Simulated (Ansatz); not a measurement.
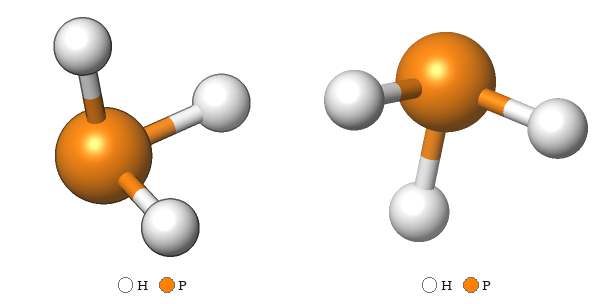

Two views of one molecule.

The computed structure is the end point of a PBE0-D4/def2-TZVP optimisation.

Describe the molecule.

Formula PH3. The point group is C3v. Coordination: 1 P trigonal pyramidal.

More results for the same structure follow; atom numbers are the same in all pictures, views and colours differ.

Thermal motion

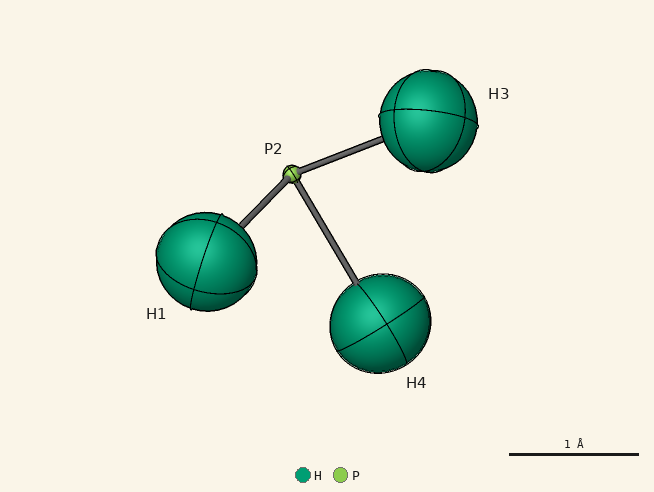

Displacement ellipsoids at the 50 % level, enlarged 3 times, from the internal vibrations of the free molecule (harmonic, no overall translation or rotation; no half-axis is drawn under 0.075 Å). Vibrations computed with RKS PBE0-D4/def2-TZVP (Ansatz 0.2.0). Temperature: 0 K (zero-point motion alone).

List U_eq and the three principal root-mean-square amplitudes for each kind of atom.

```json
{"atom": "H1, H3, H4", "U_eq (Å²)": "0.0072", "rms amplitudes (Å)": "0.082, 0.086, 0.086"}
{"atom": "P2", "U_eq (Å²)": "0.00002", "rms amplitudes (Å)": "0.004, 0.004, 0.006"}
```

Charges

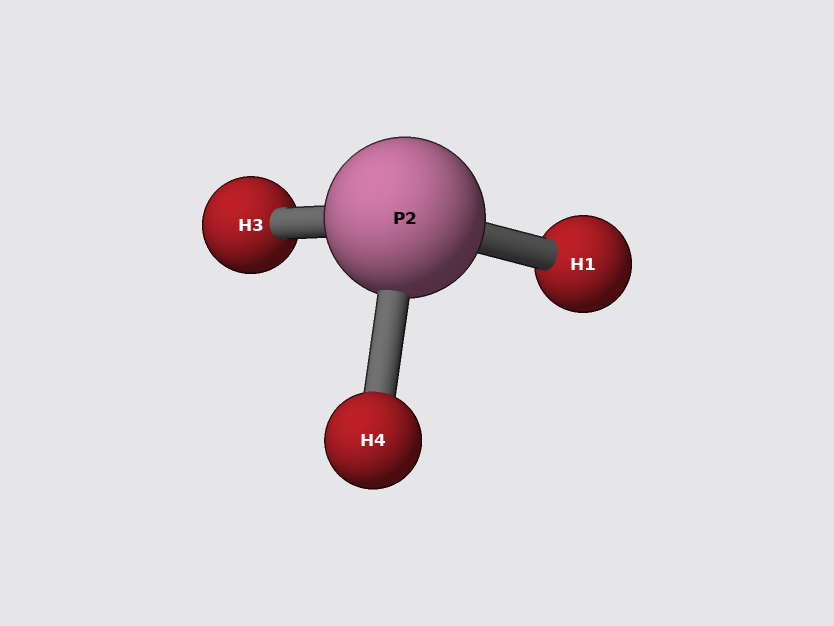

The questions are on Mulliken charges. Properties computed with RKS PBE0-D4/def2-TZVP (Ansatz 0.2.0).

Give the Mulliken charges atom by atom.

| atom | value (e) |
| --- | --- |
| H1 | 0.09 |
| P2 | −0.26 |
| H3 | 0.09 |
| H4 | 0.09 |

Electronic properties

Level of theory: RKS PBE0-D4/def2-TZVPP (Ansatz 0.2.0).

Question: Give the LUMO energy (Kohn–Sham orbital) at this level.

Answer: 0.78 eV.

Question: What is the HOMO energy (Kohn–Sham orbital)?

Answer: −7.86 eV.

Dipole moment

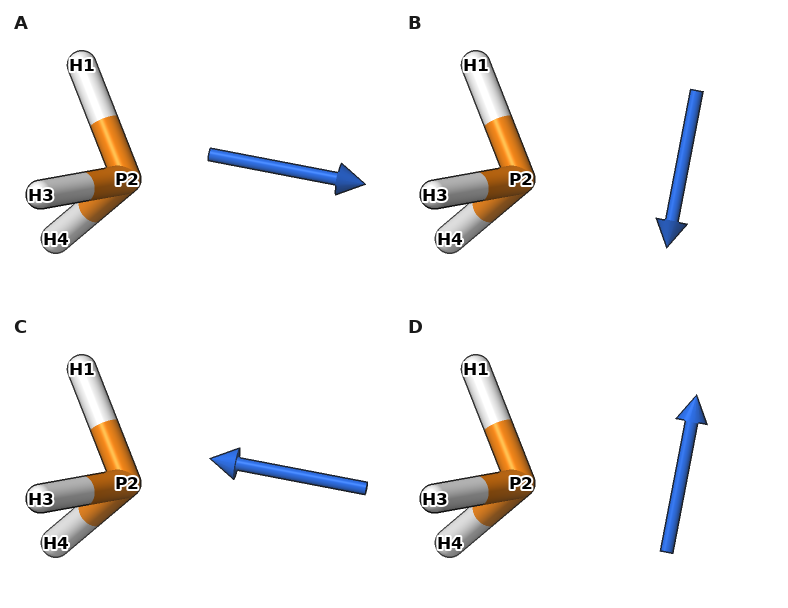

The same molecule four times, each with an arrow. Level of theory: RKS PBE0-D4/def2-TZVP (Ansatz 0.2.0).

Question: Which arrow points along the dipole moment, from the negative to the positive end?

Answer: C. The dipole moment is 0.70 D; it points from the side of P2 to the side of H1, H3, H4 (the outermost atoms at the two ends).

Mulliken values depend strongly on the basis set and can even reverse the polarity of a bond.
